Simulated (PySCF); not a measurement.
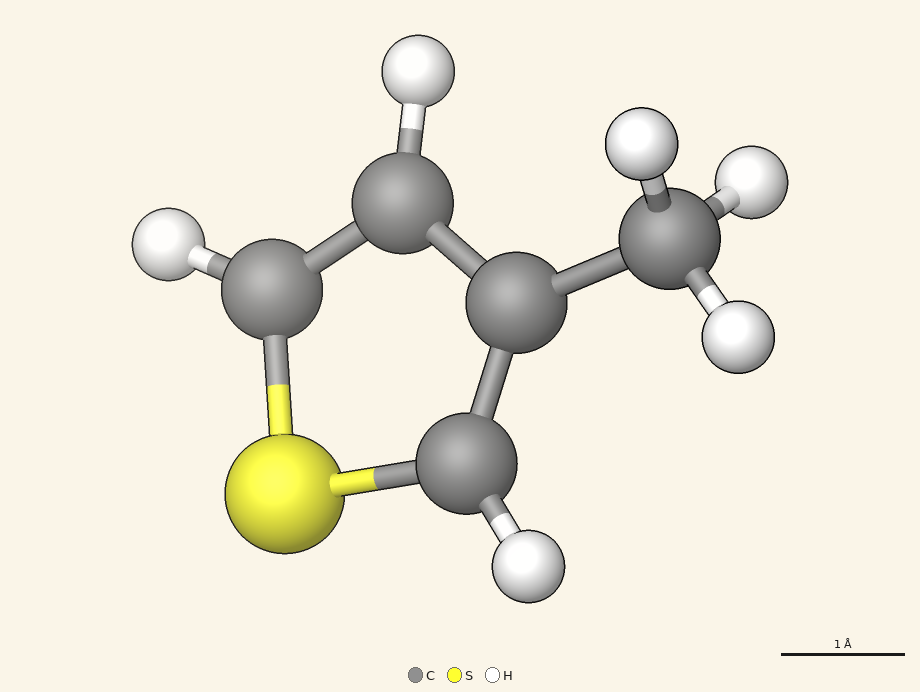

Ball-and-stick drawing of a structure. Every bond is drawn as one stick, whatever its order.

> Count the atoms of each element.

C5H6S, 12 atoms: 5 carbon, 6 hydrogen and 1 sulfur.

> Describe its rings.

Independent rings (smallest set): 1 of 5 members, 1 of them aromatic.

More results for the same structure follow; atom numbers are the same in all pictures, views and colours differ. The computed structure is the end point of a PBE0-D3(BJ)/def2-SVP optimisation. No frequency run is at hand to confirm it as a minimum.

### Shape

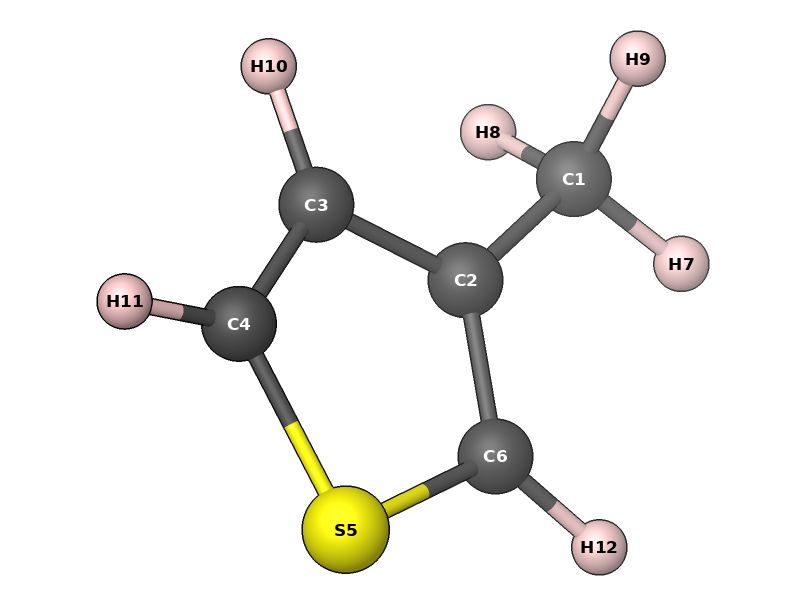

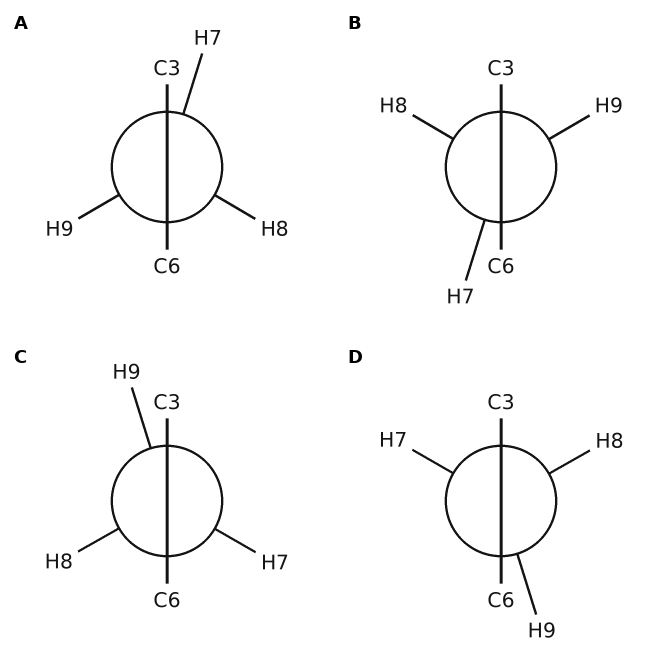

Depth is shown by fading: the farther an atom, the more it takes the colour of the background. Bonds that would overlap in a projection are set slightly apart. No frequency run is at hand to confirm it as a minimum.

> Which Newman projection shows the view along C2–C1, with C2 in front?

B. The torsion angle C3–C2–C1–H7 is 180°, antiperiplanar (anti).

### NMR shielding

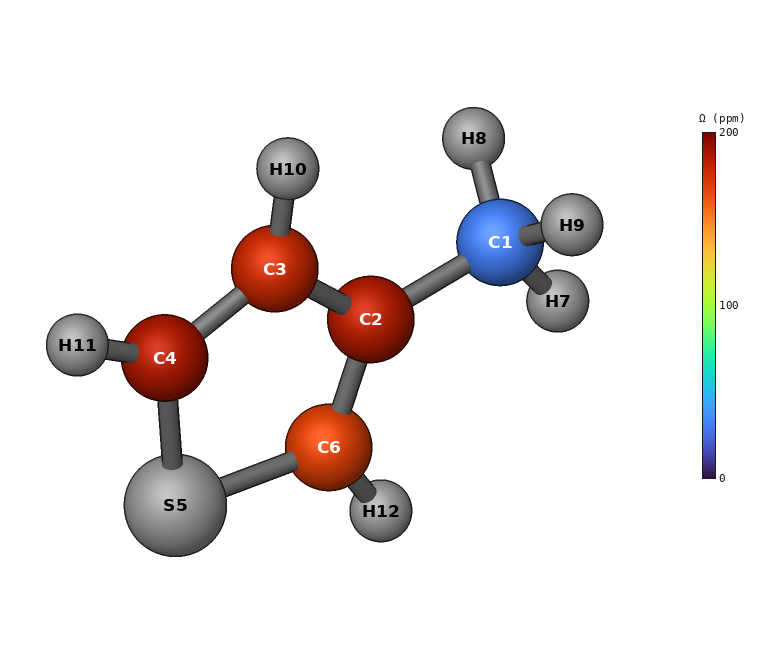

The C atoms are coloured by the span of their shielding tensor. No frequency run is at hand to confirm it as a minimum. Method: GIAO WP04/pcSseg-1 NMR shielding, non-relativistic, gas phase (PySCF 2.14.0). Principal shieldings σ11 ≤ σ22 ≤ σ33, span Ω = σ33 − σ11, skew κ = 3(σiso − σ22)/Ω.

Give the shielding tensors of the C atoms.

```tsv
atom	σ11	σ22	σ33	σiso	Ω	κ
C1	141.6	145.4	173.3	153.4	31.7	0.76
C2	−51.9	8.6	131.3	29.3	183.2	0.34
C3	−45.0	29.9	132.0	39.0	177.1	0.15
C4	−56.4	37.1	129.5	36.7	185.9	−0.01
C6	−46.6	48.3	121.2	40.9	167.8	−0.13
```

Shieldings and span in ppm.

### Dipole moment

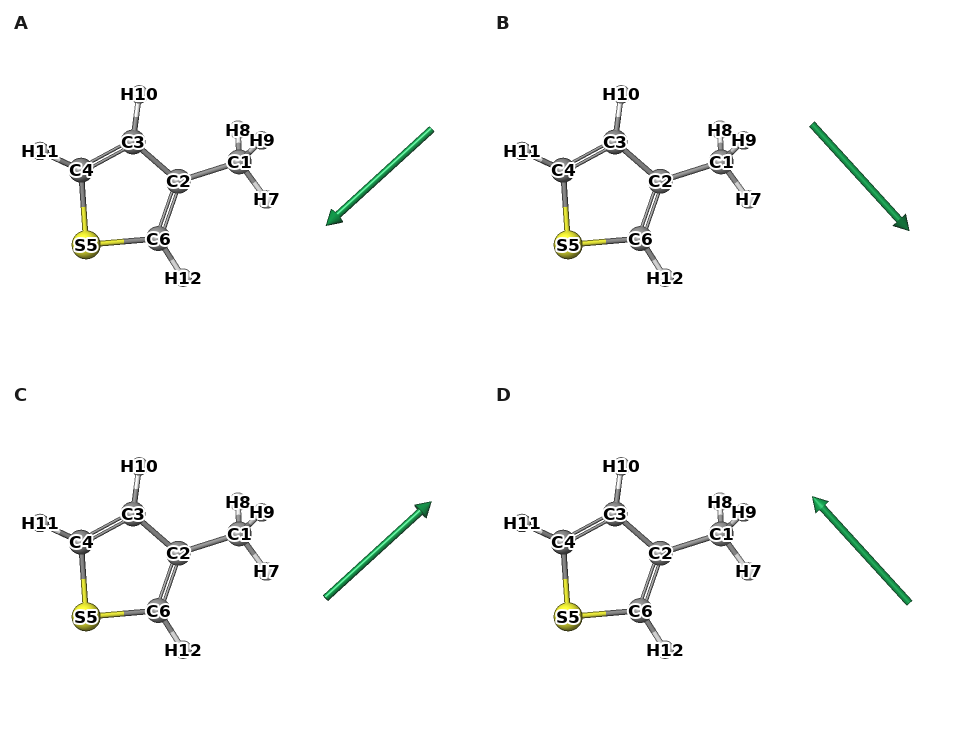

The same molecule four times, each with an arrow. No frequency run is at hand to confirm it as a minimum. Properties computed with ωB97X-D/pcSseg-1, gas phase (PySCF 2.14.0).

> Which arrow points along the dipole moment, from the negative to the positive end?

C. The dipole moment is 0.96 D; it points from the side of S5 to the side of H8, H9 (the outermost atoms at the two ends).

### Ring current

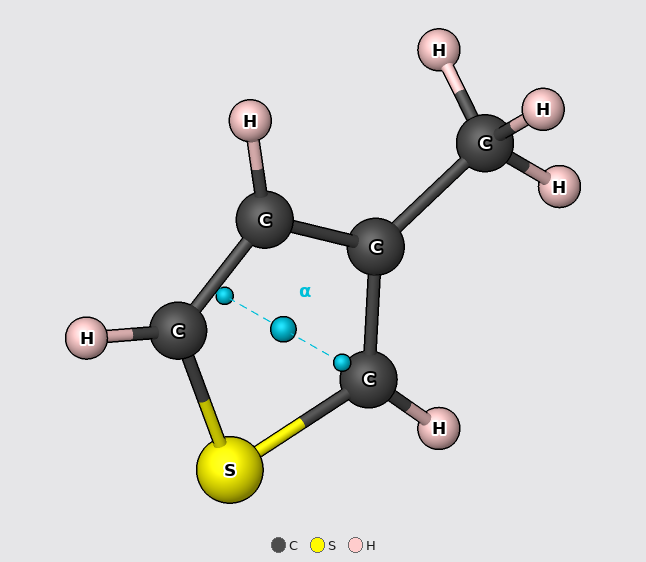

The small points mark where nucleus-independent chemical shifts (NICS) were computed: at the centre of each lettered ring and 1 Å above and below it. No frequency run is at hand to confirm it as a minimum. Method: GIAO BHandHLYP/pcSseg-1 NMR shielding, non-relativistic, gas phase (PySCF 2.14.0).

Give NICS(0), NICS(1) and the out-of-plane component NICS(1)zz for each ring (means of the two sides).

| ring | members | NICS(0) | NICS(1) | NICS(1)zz |
| --- | --- | --- | --- | --- |
| α | C4S | −12.9 | −11.5 | −26.8 |

Values in ppm.

> What do the values say about the ring currents?

Ring α: diatropic, as in an aromatic ring. NICS is one index among several.
